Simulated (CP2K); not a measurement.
**Two attempts at C2H2FN (SMILES FC1=CN1)**

Wanted: the energy of C2H2FN, SCS-MP2/6-31+G* (spherical functions, ngrids 5).

Program for the calculation: CP2K 2026.2.

1 further run of the same task is left out (set aside as unsound or not needed).

## 1. Starting point

C2H2FN: 6 atoms, total charge 0, spin state singlet. SMILES: `FC1=CN1`. The coordinates come from a GFN2-xTB relaxation.

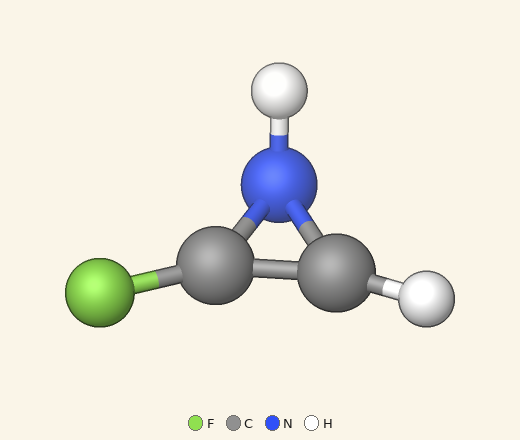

The structure, seen from a chosen angle (fluorine green, carbon grey, nitrogen blue, hydrogen white).

## 2. The input as first written

Input file molecule.pdb:

```
HETATM    1 F    MOL A   1      -0.156  -1.663   1.057  1.00  0.00           F
HETATM    2 C    MOL A   1      -0.103  -0.636   0.257  1.00  0.00           C
HETATM    3 C    MOL A   1       0.430   0.037  -0.693  1.00  0.00           C
HETATM    4 N    MOL A   1      -0.772   0.623   0.076  1.00  0.00           N
HETATM    5 H    MOL A   1       1.089   0.314  -1.470  1.00  0.00           H
HETATM    6 H    MOL A   1      -0.488   1.325   0.773  1.00  0.00           H
END
```

Input file gas.inp:

```
&FORCE_EVAL
  METHOD QUICKSTEP
  &DFT
    BASIS_SET_FILE_NAME ./6_31pgs.basis
    POTENTIAL_FILE_NAME POTENTIAL
    &QS
      METHOD PM7
      EPS_DEFAULT 1.0E-10
    &END QS
    ! plane-wave cutoff in Ry
    &MGRID
      CUTOFF 250
      REL_CUTOFF 50
      NGRIDS 5
    &END MGRID
    ! no periodic images
    &POISSON
      PERIODIC NONE
      POISSON_SOLVER WAVELET
    &END POISSON
    ! self-consistent field
    &SCF
      SCF_GUESS ATOMIC
      EPS_SCF 5.0E-07
      MAX_SCF 150
      ADDED_MOS 3
      &DIAGONALIZATION
        ALGORITHM STANDARD
      &END DIAGONALIZATION
      &MIXING
        METHOD DIRECT_P_MIXING
        ALPHA 0.4
      &END MIXING
    &END SCF
    &XC
      &XC_FUNCTIONAL NONE
      &END XC_FUNCTIONAL
      ! exact exchange
      &HF
        FRACTION 1
        &SCREENING
          EPS_SCHWARZ 1.0E-09
        &END SCREENING
        &MEMORY
          MAX_MEMORY 1050
        &END MEMORY
      &END HF
      &WF_CORRELATION
        &MP2
          METHOD DIRECT_CANONICAL
        &END MP2
        SCALE_S 1.2
        SCALE_T 0.333333
        MEMORY 900
      &END WF_CORRELATION
    &END XC
    &PRINT
      &MOMENTS
        PERIODIC F
        REFERENCE COM
        MAX_MOMENT 1
      &END MOMENTS
      &MO ON
        ENERGIES T
        OCCUPATION_NUMBERS T
        NDIGITS 6
        &EACH
          QS_SCF 0
        &END EACH
        ADD_LAST NUMERIC
      &END MO
      &HIRSHFELD OFF
      &END HIRSHFELD
    &END PRINT
  &END DFT
  ! structure
  &SUBSYS
    ! box in angstrom
    &CELL
      ABC 11.6 11.6 11.6
      PERIODIC NONE
    &END CELL
    &TOPOLOGY
      COORD_FILE_NAME molecule.pdb
      COORD_FILE_FORMAT PDB
      CONN_FILE_FORMAT OFF
      &CENTER_COORDINATES
      &END CENTER_COORDINATES
    &END TOPOLOGY
    &KIND F
      BASIS_SET 6-31pGs
      POTENTIAL ALL
    &END KIND
    &KIND C
      BASIS_SET 6-31pGs
      POTENTIAL ALL
    &END KIND
    &KIND N
      BASIS_SET 6-31pGs
      POTENTIAL ALL
    &END KIND
    &KIND H
      BASIS_SET 6-31pGs
      POTENTIAL ALL
    &END KIND
  &END SUBSYS
&END FORCE_EVAL

&GLOBAL
  PROJECT_NAME gas
  RUN_TYPE ENERGY
  PRINT_LEVEL MEDIUM
&END GLOBAL
```

Started as:

```
$ OMP_NUM_THREADS=1 cp2k.psmp gas.inp > gas.out
```

The program printed:

```text
*******************************************************************************
 *   ___                                                                       *
 *  /   \                                                                      *
 * [ABORT]                                                                     *
 *  \___/                    invalid value for enumeration:PM7                 *
 *    |                                                                        *
 *  O/|                                                                        *
 * /| |                                                                        *
 * / \                                     input/input_enumeration_types.F:215 *
 *******************************************************************************

 ===== Routine Calling Stack =====

            6 val_create_parsing
            5 section_vals_parse
            4 section_vals_parse
            3 section_vals_parse
            2 section_vals_parse
            1 read_input

Program received signal SIGABRT: Process abort signal.
```

It took 0.22 s on 1 thread of Arm Neoverse V1, shared host.

## 3. What went wrong

The input was rejected.

The log says `\___/                    invalid value for enumeration:PM7`. The fault: the keyword for the method is given a word that it doesn't take.

## 4. The mended input

molecule.pdb is that of step 2.

Input file job.inp:

```
&GLOBAL
  PROJECT_NAME job
  RUN_TYPE ENERGY
  PRINT_LEVEL MEDIUM
&END GLOBAL

&FORCE_EVAL
  METHOD Quickstep
  &DFT
    BASIS_SET_FILE_NAME ./6_31pgs.basis
    POTENTIAL_FILE_NAME POTENTIAL
    # Quickstep
    &QS
      METHOD GAPW
      EPS_DEFAULT 1.0E-10
    &END QS
    # plane-wave cutoff in Ry
    &MGRID
      CUTOFF 250
      REL_CUTOFF 50
      NGRIDS 5
    &END MGRID
    # isolated system
    &POISSON
      PERIODIC NONE
      POISSON_SOLVER WAVELET
    &END POISSON
    # SCF settings
    &SCF
      SCF_GUESS ATOMIC
      EPS_SCF 5.0E-07
      MAX_SCF 150
      ADDED_MOS 3
      &DIAGONALIZATION
        ALGORITHM STANDARD
      &END DIAGONALIZATION
      &MIXING
        METHOD DIRECT_P_MIXING
        ALPHA 0.4
      &END MIXING
    &END SCF
    &XC
      &XC_FUNCTIONAL NONE
      &END XC_FUNCTIONAL
      # exact exchange
      &HF
        FRACTION 1
        &SCREENING
          EPS_SCHWARZ 1.0E-09
        &END SCREENING
        &MEMORY
          MAX_MEMORY 1050
        &END MEMORY
      &END HF
      # correlation from orbitals
      &WF_CORRELATION
        &MP2
          METHOD DIRECT_CANONICAL
        &END MP2
        SCALE_S 1.2
        SCALE_T 0.333333
        MEMORY 900
      &END WF_CORRELATION
    &END XC
    # extra output
    &PRINT
      &MOMENTS
        PERIODIC F
        REFERENCE COM
        MAX_MOMENT 1
      &END MOMENTS
      &MO ON
        ENERGIES T
        OCCUPATION_NUMBERS T
        NDIGITS 6
        &EACH
          QS_SCF 0
        &END EACH
        ADD_LAST NUMERIC
      &END MO
      &HIRSHFELD OFF
      &END HIRSHFELD
    &END PRINT
  &END DFT
  # atoms, cell and kinds
  &SUBSYS
    &CELL
      ABC 11.6 11.6 11.6
      PERIODIC NONE
    &END CELL
    &TOPOLOGY
      COORD_FILE_NAME molecule.pdb
      COORD_FILE_FORMAT PDB
      CONN_FILE_FORMAT OFF
      &CENTER_COORDINATES
      &END CENTER_COORDINATES
    &END TOPOLOGY
    &KIND F
      BASIS_SET 6-31pGs
      POTENTIAL ALL
    &END KIND
    &KIND C
      BASIS_SET 6-31pGs
      POTENTIAL ALL
    &END KIND
    &KIND N
      BASIS_SET 6-31pGs
      POTENTIAL ALL
    &END KIND
    &KIND H
      BASIS_SET 6-31pGs
      POTENTIAL ALL
    &END KIND
  &END SUBSYS
&END FORCE_EVAL
```

Started as:

```
$ OMP_NUM_THREADS=1 cp2k.psmp -i job.inp -o job.out
```

The program printed:

```text
CP2K| version string:                                       CP2K version 2026.2
[...]
 GLOBAL| Method name                                                        CP2K
[...]
 GLOBAL| Run type                                                         ENERGY
[...]
 DFT| Spin restricted Kohn-Sham (RKS) calculation                            RKS
 DFT| Multiplicity                                                             1
[...]
 DFT| Charge                                                                   0
[...]
 QS| Method:                                                                GAPW
[...]
 QS| Density cutoff [a.u.]:                                                125.0
[...]
 QS| Relative density cutoff [a.u.]:                                        25.0
[...]
                             - Atoms:                                          6
[...]
                             - Spherical basis functions:                     76
[...]
 Number of electrons:                                                         30
[...]
     1 P_Mix/Diag. 0.40E+00    3.5     0.44163588      -231.9969158134 -2.32E+02
[...]
    20 DIIS/Diag.  0.21E-06    0.7     0.00000013      -230.6198327203 -5.68E-13
  *** SCF run converged in    20 steps ***
[...]
  Overlap energy of the core charge distribution:               0.00001620407872
  Self energy of the core charge distribution:               -213.40940758382393
  Core Hamiltonian energy:                                    -26.06004122724981
  Hartree energy:                                              61.61841324954517
  Exchange-correlation energy:                                  0.00000000000000
  Hartree-Fock Exchange energy:                               -27.67058262397585
[...]
                     Mulliken Population Analysis
 #  Atom  Element  Kind  Atomic population                           Net charge
       1     F        1          9.413160                             -0.413160
       2     C        2          5.719326                              0.280674
       3     C        2          5.951080                              0.048920
       4     N        3          7.577128                             -0.577128
       5     H        4          0.714041                              0.285959
       6     H        4          0.625265                              0.374735
 # Total charge                             30.000000                  0.000000
[...]
  Dipole moment [Debye]
    X=  0.2128192E+01 Y=  0.6272313E+00 Z= -0.6238890E-01  Total=      2.2195747
[...]
 ENERGY| Total FORCE_EVAL ( QS ) energy [hartree]           -231.199651062246261
[...]
```

It took 19 s on 1 thread of Arm Neoverse V1, shared host; peak memory 0.69 GiB.

## 5. What came out

Level: SCS-MP2/6-31+G* (spherical functions, ngrids 5).

| quantity | value |
| --- | --- |
| total energy | -231.19965 Eh |
| dipole moment (of the density that the program reports) | 2.22 D |
| HOMO energy (Hartree–Fock orbitals) | -9.14 eV |
| LUMO energy (Hartree–Fock orbitals) | 1.93 eV |
| HOMO–LUMO gap (Hartree–Fock orbitals) | 11.07 eV |
| correlation energy | -579.8 mEh |
